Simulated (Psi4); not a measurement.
**BNH2 (SMILES B[N]): levels of theory compared**

Wanted: a comparison of 6 runs (UHF/3-21G, UHF/aug-pcseg-0, UHF/def2-SVP, UB3LYP/6-31G*, UB2PLYP/aug-cc-pVTZ) of BNH2. 

Program for the calculation: Psi4 1.11.

2 further runs of the same task are left out: 2 set aside as unsound or not needed.

## (1) The system as given

BNH2: 4 atoms, total charge 0, spin state triplet. SMILES: `B[N]`. The shape is that of a GFN2-xTB optimisation.

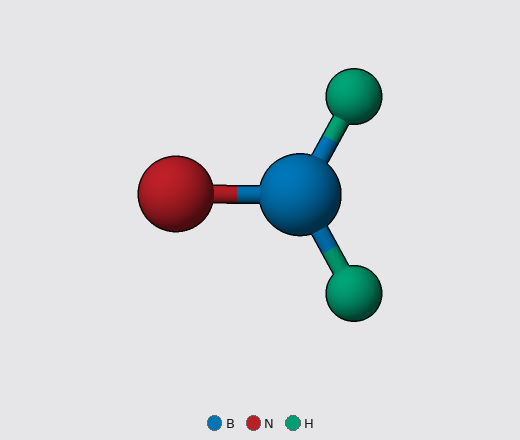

The structure, seen from a chosen angle (boron blue, nitrogen red, hydrogen teal).

## (2) Energy and gradient at UHF/3-21G (run 1)

Contents of run.py:

```python
import psi4

psi4.set_memory('1600 MB')
psi4.set_num_threads(1)
psi4.set_output_file('psi4.out', False)

geom = psi4.geometry("""
0 3
B
N 1 1.311904
H 1 1.184179 2 118.71318
H 1 1.184187 3 122.57402 2 179.99791
symmetry c1
""")

psi4.set_options({
    'basis': '3-21G',
    'reference': 'uhf',
    'puream': True,
    'e_convergence': 1e-09,
    'd_convergence': 1e-08,
    'scf_type': 'pk',
    'maxiter': 200,
})

E, wfn = psi4.gradient("hf", molecule=geom, return_wfn=True)
psi4.oeprop(wfn, "LOWDIN_CHARGES", "DIPOLE", "QUADRUPOLE")
print('gradient / Eh bohr^-1')
print(E.np.round(6))
print(f'energy = {wfn.energy():.10f} Eh')
for k, v in sorted(psi4.core.scalar_variables().items()):
    print(f'{k:45s} {v:18.10f}')
```

Command:

```console
$ python run.py
```

psi4.out:

```text
[...]
  Running in c1 symmetry.
[...]
  Nuclear repulsion =   22.289474237508600
[...]
  Multiplicity = 3
[...]
  Nalpha       = 8
  Nbeta        = 6
[...]
    Number of basis functions: 22
[...]
   @UHF iter   1:   -79.65756705833586   -9.41951e-01   8.58546e-03 ADIIS/DIIS
[...]
   @UHF iter  19:   -79.72712426781275    1.27898e-13   8.10699e-09 DIIS
[...]
   @S^2 Observed:                2.075421495E+00
[...]
    Orbital Energies [Eh]
    ---------------------
    Alpha Occupied:
       1A    -15.596983     2A     -7.584287     3A     -1.230076
       4A     -0.745110     5A     -0.648772     6A     -0.596288
       7A     -0.545103     8A     -0.451007
    Alpha Virtual:
       9A      0.159368    10A      0.310109    11A      0.360367
      12A      0.438909    13A      0.582563    14A      0.675216
      15A      0.708436    16A      1.008332    17A      1.262646
      18A      1.363507    19A      1.381725    20A      1.403338
      21A      1.464421    22A      2.526303
[...]
  @UHF Final Energy:   -79.72712426781275
   => Energetics <=
    Nuclear Repulsion Energy =             22.2894742375085997
    One-Electron Energy =                -150.9955409743591019
    Two-Electron Energy =                  48.9789424690377615
    Total Energy =                        -79.7271242678127550
  UHF NO Occupations:
  HONO-2 :    6  A 1.9673132
  HONO-1 :    7  A 1.0000000
[...]
  -Total Gradient:
     Atom            X                  Y                   Z
    ------   -----------------  -----------------  -----------------
       1        0.000003478115     0.000003626358     0.092107185544
       2       -0.000001051126    -0.000000160115    -0.092073076422
       3       -0.000001258835    -0.002590330119    -0.000016202614
       4       -0.000001168155     0.002586863876    -0.000017906508
[...]
```

The script printed:

```text
gradient / Eh bohr^-1
[[ 3.0000e-06  4.0000e-06  9.2107e-02]
 [-1.0000e-06 -0.0000e+00 -9.2073e-02]
 [-1.0000e-06 -2.5900e-03 -1.6000e-05]
 [-1.0000e-06  2.5870e-03 -1.8000e-05]]
energy = -79.7271242678 Eh
CURRENT ENERGY                                    -79.7271242678
CURRENT REFERENCE ENERGY                          -79.7271242678
DD SOLVATION ENERGY                                 0.0000000000
HF KINETIC ENERGY                                  79.6492319783
HF POTENTIAL ENERGY                              -159.3763562461
HF TOTAL ENERGY                                   -79.7271242678
HF VIRIAL RATIO                                     2.0009779415
NUCLEAR REPULSION ENERGY                           22.2894742375
ONE-ELECTRON ENERGY                              -150.9955409744
PCM POLARIZATION ENERGY                             0.0000000000
PE ENERGY                                           0.0000000000
SCF ITERATION ENERGY                              -79.7271242678
SCF ITERATIONS                                     19.0000000000
SCF TOTAL ENERGY                                  -79.7271242678
TWO-ELECTRON ENERGY                                48.9789424690
```

Run time: 1.1 s. Hardware: 1 thread of INTEL XEON PLATINUM 8581C at 2.30GHz (Emerald Rapids), shared host; peak memory 0.18 GiB.

## (3) Energy and forces at UHF/aug-pcseg-0 (density fitting) (run 2)

Contents of input.inp:

```
memory 1600 mb

molecule m {
  0 3
  B
  N 1 1.311904
  H 1 1.184179 2 118.71318
  H 1 1.184187 3 122.57402 2 179.99791
}

set basis aug-pcseg-0
set reference uhf
set scf_type df

gradient("hf")
print_variables()
```

Command:

```console
$ psi4 -n 1 input.inp input.out
```

input.out:

```text
[...]
  Running in c1 symmetry.
[...]
  Nuclear repulsion =   22.289474237508600
[...]
  Multiplicity = 3
[...]
  Nalpha       = 8
  Nbeta        = 6
[...]
    Number of basis functions: 32
[...]
   @DF-UHF iter   1:   -79.85780441685189   -9.10870e-01   7.85046e-03 DIIS/ADIIS
[...]
   @DF-UHF iter  18:   -79.95368615228718    1.19371e-12   1.58005e-09 DIIS
[...]
   @S^2 Observed:                2.065140453E+00
[...]
  @DF-UHF Final Energy:   -79.95368615228718
   => Energetics <=
    Nuclear Repulsion Energy =             22.2894742375085997
    One-Electron Energy =                -151.1049675728968396
    Two-Electron Energy =                  48.8618071831010425
    Total Energy =                        -79.9536861522871902
  UHF NO Occupations:
  HONO-2 :    6  A 1.9725879
  HONO-1 :    7  A 1.0000000
[...]
  -Total Gradient:
     Atom            X                  Y                   Z
    ------   -----------------  -----------------  -----------------
       1        0.000003442922     0.000003712915     0.095656024309
       2       -0.000001031597    -0.000000170664    -0.094648931281
       3       -0.000001257286    -0.002948938583    -0.000502682414
       4       -0.000001154040     0.002945396332    -0.000504410614
[...]
```

It took 1.1 s on 1 thread of INTEL XEON PLATINUM 8581C at 2.30GHz (Emerald Rapids), shared host; peak memory 0.19 GiB.

Runs 3 to 5 aren't shown in full; the table further down has their settings and results.

## (4) The energy at UB2PLYP/aug-cc-pVTZ (DKH3, density fitting, density fitting for correlation) (run 6)

Contents of job.dat:

```
memory 1600 MB

molecule {
  0 3
  B
  N 1 1.311904
  H 1 1.184179 2 118.71318
  H 1 1.184187 3 122.57402 2 179.99791
}

set basis aug-cc-pVTZ
set reference uks
set scf_type disk_df
set freeze_core true
set relativistic dkh
set dkh_order 3

energy('b2plyp')
print_variables()
```

Command:

```console
$ psi4 -n 1 job.dat job.out
```

job.out:

```text
[...]
  Running in c1 symmetry.
[...]
  Nuclear repulsion =   22.289474237508600
[...]
  Multiplicity = 3
[...]
  Nalpha       = 8
  Nbeta        = 6
[...]
    Number of basis functions: 138
[...]
   @DF-UKS iter   1:   -80.49154490732090   -7.78971e-01   2.50284e-03 DIIS/ADIIS
[...]
   @DF-UKS iter   8:   -80.57008365189049   -1.45883e-07   6.00199e-07 DIIS
[...]
   @S^2 Observed:                2.008988320E+00
[...]
  @DF-UKS Final Energy:   -80.57008365189049
   => Energetics <=
    Nuclear Repulsion Energy =             22.2894742375085997
    One-Electron Energy =                -152.0223867940603668
    Two-Electron Energy =                  54.7608318487574621
    DFT Exchange-Correlation Energy =      -5.5980029440961854
    Empirical Dispersion Energy =           0.0000000000000000
    VV10 Nonlocal Energy =                  0.0000000000000000
    Total Energy =                        -80.5700836518904708
[...]
 Multipole Moments:
 ------------------------------------------------------------------------------------
     Multipole            Electronic (a.u.)      Nuclear  (a.u.)        Total (a.u.)
 ------------------------------------------------------------------------------------
 L = 1.  Multiply by 2.5417464519 to convert [e a0] to [Debye]
 Dipole X            :          0.0000550           -0.0000329            0.0000221
 Dipole Y            :          0.0000138           -0.0000097            0.0000041
 Dipole Z            :          1.1709487           -1.6557274           -0.4847787
 Magnitude           :                                                    0.4847787
[...]
```

Wall time 6 s (1 thread of INTEL XEON PLATINUM 8581C at 2.30GHz (Emerald Rapids), shared host); peak memory 0.61 GiB.

## (5) The series

```
run                                                                         level  integrals  integral approximation  energy (Eh)  dipole moment (D)  HOMO energy (eV)  LUMO energy (eV)  wall time
  1                                                                     UHF/3-21G         pk                    none   -79.727124               0.59            -11.27              0.99      1.1 s
  2                                             UHF/aug-pcseg-0 (density fitting)         df       program's default   -79.953686               0.12            -11.58             -0.29      1.1 s
  3                                                                  UHF/def2-SVP         pk                    none   -80.104980               0.54            -11.59              0.55      1.1 s
  4                                           UB3LYP/6-31G* (spherical functions)         pk                    none   -80.659037               1.16             -7.50             -5.40      4.8 s
  5                                           UB3LYP/6-31G* (Cartesian functions)         pk                    none   -80.661301               1.17             -7.51             -5.41      5.7 s
  6  UB2PLYP/aug-cc-pVTZ (DKH3, density fitting, density fitting for correlation)    disk_df       program's default   -80.646598                  –             -9.60             -3.38        6 s
```

## (6) Results

| quantity | value |
| --- | --- |
| run 6: total energy | -80.64660 Eh |
| run 6: HOMO energy (SCF part's orbitals) (highest over α and β) | -9.60 eV |
| run 6: LUMO energy (SCF part's orbitals) (lowest over α and β) | -3.38 eV |
| run 6: ⟨S²⟩ | 2.009 |

**Reading.** Over runs 1, 2, 3, 4, 5 the dipole moment (its size) runs from 0.12 D (UHF/aug-pcseg-0) to 1.17 D (UB3LYP/6-31G*). The two ends differ in method and basis. The two dipoles point in opposite directions. Totals of different functionals can't be ranked against each other. All runs together took 20 s, the longest 6 s.
